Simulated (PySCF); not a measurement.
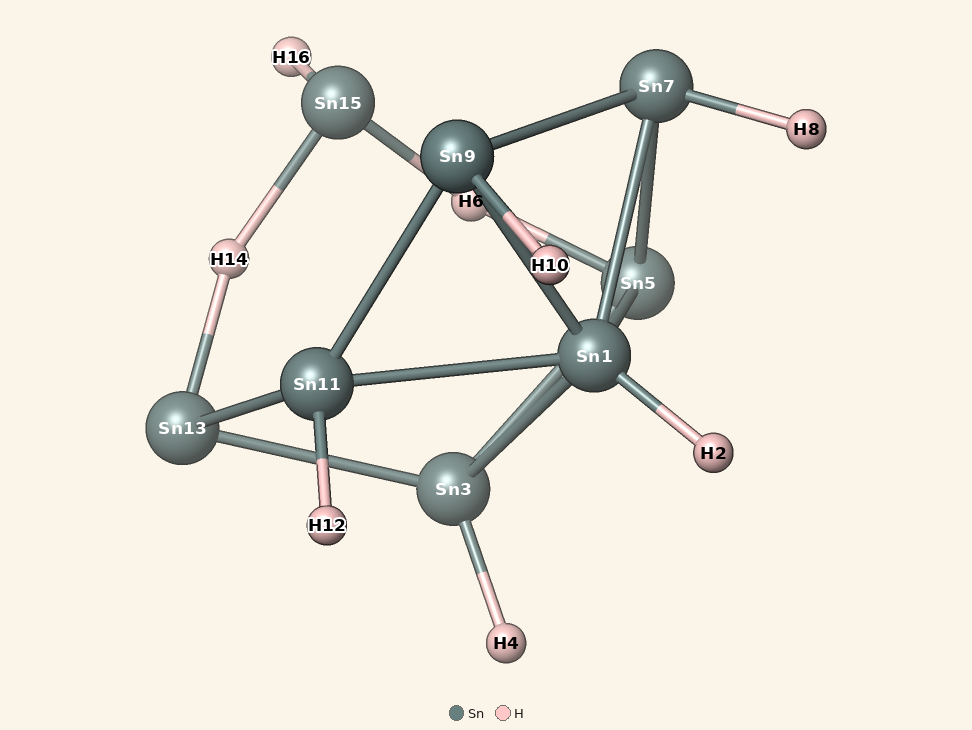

Atoms fade into the background with distance from the viewer. The computed structure is the end point of a PBE0-D3(BJ)/def2-SVP optimisation. No frequency run is at hand to confirm it as a minimum.

Q: How is the 4-membered ring Sn1–Sn3–Sn13–Sn11 puckered?

A: It is puckered (butterfly). The Cremer–Pople amplitude Q is 0.49 Å.

Q: Give the torsion angles round the ring, beginning with the bond from its second to its third atom.

A: −20°, 20°, −20°, 20°.
